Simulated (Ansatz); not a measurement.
Starting cell, ZnAu (CsCl type):

```yaml
crystal:
  lattice:
    - [6.37355, 0.00000, 0.00000]
    - [0.00000, 3.18677, 0.00000]
    - [0.00000, 0.00000, 3.18677]
  atoms:
    - { symbol: Zn, position: [0.25000, 0.50000, 0.50000] }
    - { symbol: Zn, position: [0.75000, 0.50000, 0.50000] }
    - { symbol: Au, position: [0.00000, 0.00000, 0.00000] }
    - { symbol: Au, position: [0.50000, 0.00000, 0.00000] }
```

The atoms are displaced by Q × the pattern below (from a DFPT mode at X = (0.5, 0.0, 0.0), largest move 1; Q in Å), at fixed cell. (q is in reciprocal vectors of the primitive cell; the cell shown is doubled to hold the pattern.)

```csv
atom,x,y,z
Au3,-1.000,0.000,0.000
Au4,1.000,0.000,0.000
```

Atoms not listed stay in place.

These are PBE (plane waves to 420 eV, PAW, scalar-relativistic; Ansatz, an electronic-structure program) values and carry that method's errors. k mesh 8×15×15 (Γ-centred), Fermi-Dirac smearing 0.05 eV. The energy includes the smearing's −TS. With partly filled bands, energies and forces of such displacements shift with the k mesh and the smearing. Spin-orbit coupling is left out, though Au is heavy. ZnAu was relaxed with its symmetry unable to fall. The zero of ΔE is the undisplaced structure.

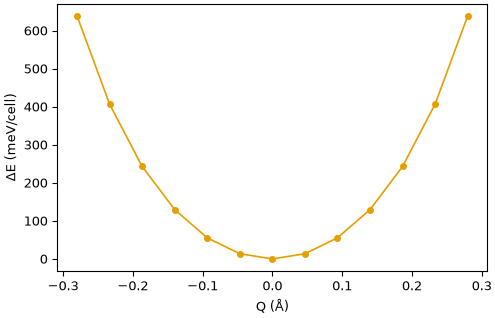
Fig. 1. ΔE (meV/cell) against Q (Å); markers are the computed points, lines only join them.

What is the energy change at Q = 0.280 Å?

About 640 meV/cell.

What harmonic wavenumber does the curvature at Q = 0 give?

About 92 cm⁻¹.

(For displaced atoms, the force is minus the slope of the energy, and its curvature is a force constant, which sets phonon frequencies.)
